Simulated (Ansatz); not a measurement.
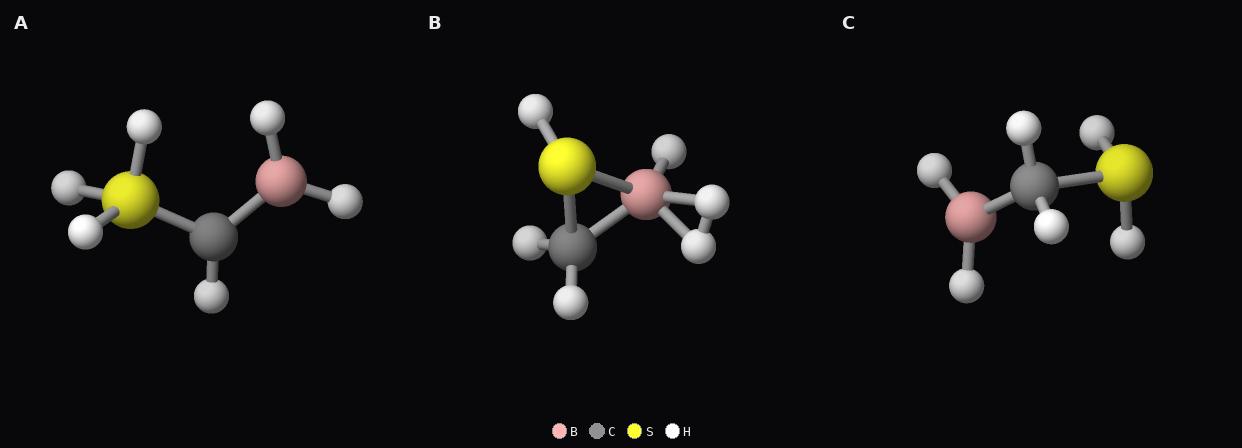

3 stationary structures of one formula. State: charge +1, singlet. Geometries: PBE0-D4/def2-TZVP. Electronic energies: RHF-CCSD(T) (frozen core)/def2-TZVPP (Ansatz 0.2.0), without zero-point energy. No frequency run is at hand to confirm each as a minimum. Each is one conformer, not always the lowest.

Which structure is the most stable?

Answer. C is lowest; B lies 6.2 kcal/mol above it, A lies 67.9 kcal/mol above it.
